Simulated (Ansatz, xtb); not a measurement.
# Ligand exchange: C3H7Br + H2O → C3H8O + HBr

Species: C3H7Br `CCCBr`, singlet; H2O (water) `O`, singlet; C3H8O (1-propanol) `CCCO`, singlet; HBr (hydrogen bromide), singlet. The partners trade Br for OH: C–Br and H–OH bonds give way to C–OH and H–Br.

Shapes, held fixed at every level: PBE0-D4/def2-TZVP. Flexible molecules stand in one conformer, not always the lowest. Programs: Ansatz 0.2.0, xtb 6.7.1. Electronic energies: no zero-point or thermal term.

| level | kind | ΔE (kJ/mol) | less CCSD(T)/def2-TZVPP |
| --- | --- | --- | --- |
| GFN2-xTB | semi-empirical | 0.0 | -37.7 |
| r2SCAN-D4/def2-TZVPP | meta-GGA | +34.9 | -2.8 |
| B3LYP-D4/def2-TZVPP | global hybrid | +35.1 | -2.6 |
| PBE0-D4/def2-TZVPP | global hybrid | +36.2 | -1.5 |
| wB97M-V/def2-TZVPP | range-separated hybrid | +34.6 | -3.1 |
| wB97X-V/def2-TZVPP | range-separated hybrid | +31.7 | -6.0 |
| B2PLYP/def2-TZVPP | double hybrid | +35.1 | -2.6 |
| MP2/def2-TZVPP | perturbation theory | +46.8 | +9.1 |
| CCSD(T)/def2-TZVPP | coupled cluster or CI | +37.7 | 0.0 |

The highest level, CCSD(T)/def2-TZVPP, gives ΔE = +37.7 kJ/mol; the levels span 0.0 to +46.8. They disagree on the sign: 8 of 9 are positive. The column of differences is taken from that level and isn't an error. No measured value is set beside it here. Relativity is left out for Br unless named. Correlated rows may include outer-core shells of Br, which these sets cover unevenly.

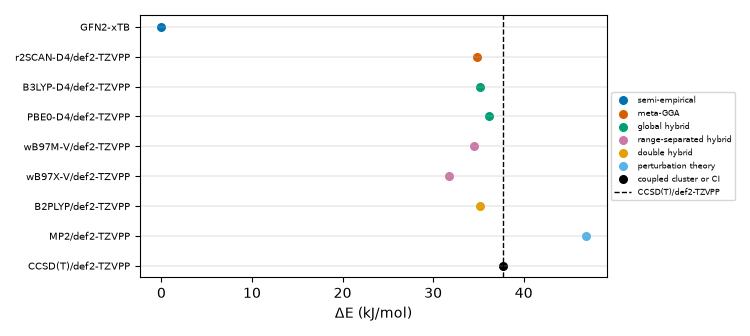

The values of the table, level by level.
